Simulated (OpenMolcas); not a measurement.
# CH2AlN (SMILES N#[C][AlH2]): M06-2X/aug-cc-pVDZ

Aim: energy and gradient of CH2AlN. 

The calculation is run with OpenMolcas 26.06.

**1. Starting point**

The species is CH2AlN (5 atoms), meant as a singlet with charge 0. As SMILES, `N#[C][AlH2]`. The shape is that of a PBE0-D4/def2-TZVP optimisation.

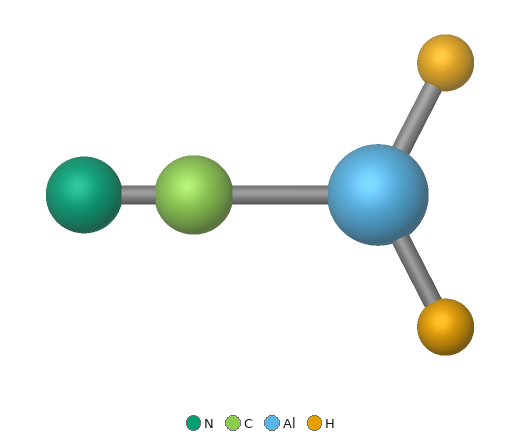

The structure, seen from a chosen angle (nitrogen teal, carbon green, aluminium blue, hydrogen amber).

**2. Energy and forces at M06-2X/aug-cc-pVDZ**

test.inp reads:

```
>>> EXPORT MOLCAS_PRINT=2

&GATEWAY
  BasLib = $CurrDir
  Coord
  5
  bohr
  N      2.61216842    -2.54357136     2.63465616
  C      1.34964240    -1.31902883     1.34510706
  Al    -0.76949648     0.73699319    -0.82127497
  H     -3.07968667    -0.61019257    -2.11687120
  H     -0.01833034     3.59652676    -1.11985170
  Basis = aug-cc-pVDZ
  Group = NoSym

&SEWARD
  GridInput
  Grid=UltraFine
  End of Grid

&SCF
  KSDFT = M062X
  Thresholds = 1e-10 1e-07 1e-07 1e-05
  PrOrbitals = 0

&ALASKA
```

The basis set aug-cc-pVDZ is read from a file made from the Basis Set Exchange's data (not shown).

On the command line:

```console
$ export MOLCAS_MEM=1860
$ pymolcas test.inp > test.log
```

Standard output:

```text
--- Start Module: gateway ---
[...]
--- Stop Module: gateway /rc=_RC_ALL_IS_WELL_ ---
[...]
      Basis functions           91
[...]
--- Start Module: scf ---
[...]
       Convergence after  12 Iterations
[...]
::    Total KS-DFT energy                            -336.4171386174
[...]
      Total spin, S                                     0.0000000000
[...]
      Total electronic charge=   28.000000
      Total            charge=   -0.000000
[...]
      Dipole Moment (debye):
      Origin of the operator (angstrom)=    0.2780   -0.2747    0.2657
                   X= -2.0195E+00               Y=  1.9594E+00               Z= -2.0634E+00           Total=  3.4893E+00
      Quadrupole Moment (debye*angstrom):
[...]
--- Stop Module: scf /rc=_RC_ALL_IS_WELL_ ---
[...]
--- Start Module: alaska ---
[...]
 *              Molecular gradients               *
 **************************************************
  Irreducible representation: a
 ------------------------------------------------------------------------------------------
                              X                       Y                       Z
 ------------------------------------------------------------------------------------------
  N1               -9.05530176255276E-03    8.78583754489881E-03   -9.25500391873513E-03
  C2                6.10443805160177E-03   -5.92959932221326E-03    6.24162873505885E-03
  AL3               3.85052829126620E-03   -3.72501403154502E-03    3.93679039763306E-03
  H4               -1.14355529626975E-03   -5.21314038159026E-04   -6.86915769629426E-04
  H5                2.43890715984074E-04    1.39008984704470E-03   -2.36499444404625E-04
 ------------------------------------------------------------------------------------------
--- Stop Module: alaska /rc=_RC_ALL_IS_WELL_ ---
[...]
```

It took 28 s on 1 thread of Intel Xeon 6975P-C (Granite Rapids), shared host; peak memory 0.5 GiB.

**3. Outcome**

Level: M06-2X/aug-cc-pVDZ.

```
                quantity          value
            total energy  -336.41714 Eh
           dipole moment         3.49 D
             HOMO energy      -10.43 eV
             LUMO energy       -2.01 eV
           HOMO–LUMO gap        8.42 eV
largest force on an atom     0.805 eV/Å
```

Mulliken charges run from -0.17 on C2 to +0.14 on H4; in a basis this large or diffuse they mean little. The largest force is 0.80 eV/Å: the shape isn't a stationary point for this species at this level.
